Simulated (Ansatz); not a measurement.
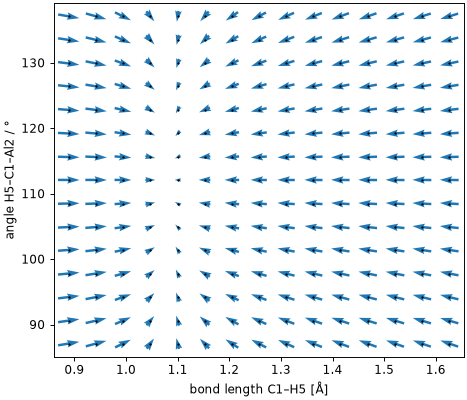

CH₃AlCl₂, SMILES [CH3][Al]([Cl])[Cl]. Coordinates scanned: (1) bond length C1–H5; (2) angle H5–C1–Al2. Nothing is relaxed (all other coordinates rigid). The grid has 15 × 15 points. The reference is spin-restricted, which grows unreliable where a bond is stretched far. Level of theory: Ansatz, RHF/def2-TZVP.

Drawn: dots at the grid points, arrows along the force (downhill), their lengths compressed.

> The arrows alone are given. Where is the energy lowest?

The arrows converge at about bond length C1–H5 = 1.084 Å, angle H5–C1–Al2 = 112° (read from the interpolated surface).

The energy map of the same scan:

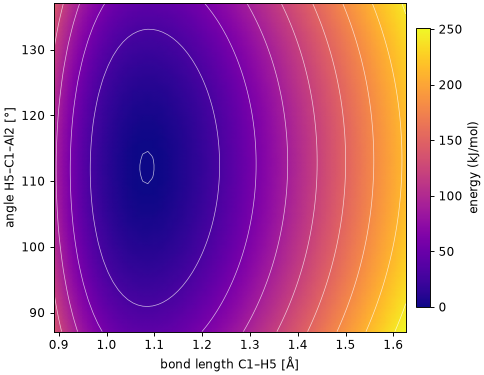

Energies are in kJ/mol, from the lowest grid point; between grid points the surface is interpolated.
